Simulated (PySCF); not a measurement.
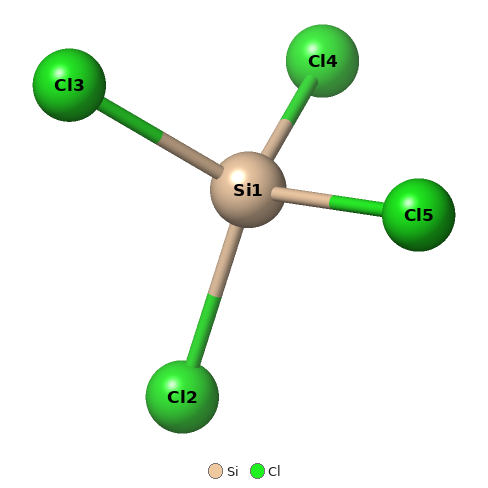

The geometry was computed by an optimisation with PBE0-D3(BJ)/def2-SVP. No frequency run is at hand to confirm it as a minimum. Level of theory: delta-SCF UKS SCAN, pcX-2 on the ionised atom (unc-x2c-TZVPall on a metal), pcseg-1 elsewhere, spin-free X2C (PySCF 2.14.0).

Give the core-electron binding energies (to vacuum; p and d levels without spin–orbit splitting) of Si1 1s, Si1 2p, Cl2 1s, Cl2 2p.

```json
{"atom": "Si1", "level": "1s", "binding energy (eV)": "1850.7"}
{"atom": "Si1", "level": "2p", "binding energy (eV)": "110.7"}
{"atom": "Cl2", "level": "1s", "binding energy (eV)": "2829.6"}
{"atom": "Cl2", "level": "2p", "binding energy (eV)": "207.5"}
```
